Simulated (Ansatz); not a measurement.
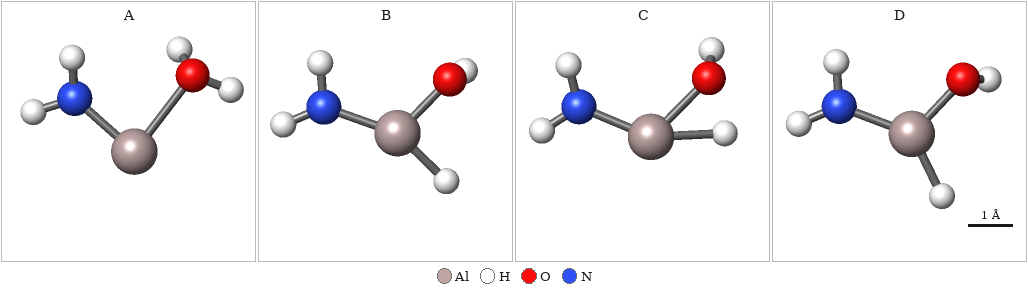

4 geometries from a converged minimum-energy path of AlNH4O, shuffled. The picture is a ball-and-stick view, seen face on.

Theory: RKS PBE/6-31G* (Ansatz 0.2.0). Settings: 9 movable images; climbing image; force threshold 0.03 eV/Å; iteration limit 60; starting path through a guess of the saddle point.

Q: Which of them lies highest in energy?

A: C. In order along the path, whose images run from 0 to 10: D (image 2, +5.9 kcal/mol), B (image 3, +19.4 kcal/mol), C (image 5, +61.0 kcal/mol), A (image 8, +39.2 kcal/mol). A hydrogen atom shifts from one atom to another. Breaking: Al–H (1.60 → 2.69 Å). Forming: H–O (2.93 → 0.98 Å).

Cost: 2.8 min on 1 thread of Arm Neoverse V1 (shared host), peak memory 0.1 GiB.
